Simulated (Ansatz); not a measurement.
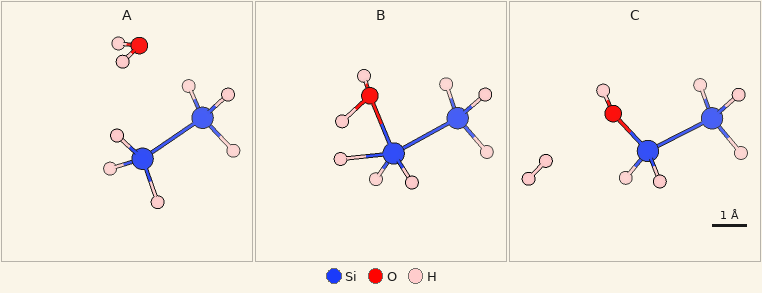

3 geometries from a converged minimum-energy path of Si2H8O, made up at the start of Si$_{2}$H$_{6}$O and H2, shuffled. A ball-and-stick model, seen at a tilt.

Method: RKS PBE/6-31G* (Ansatz). Settings: 7 movable images; climbing image; force threshold 0.05 eV/Å; iteration limit 60; starting path through a guess of the saddle point.

> Which frame is the top of the path?

B. In order along the path, whose images run from 0 to 8: C (image 2, +0.02 eV), B (image 5, +2.08 eV), A (image 7, +0.50 eV). Breaking: H–H (0.75 → 2.67 Å), O–Si (1.69 → 3.08 Å). Forming: H–O (2.55 → 0.98 Å), H–Si (4.71 → 1.50 Å).

Limits of the set-up: the start holds two separate molecules, 2.5 Å apart at their closest, whose relative position is a soft coordinate and is computed without a dispersion correction.

The run took 7.2 min on 1 thread of Arm Neoverse V2, with other jobs on the host, peak memory 0.11 GiB.
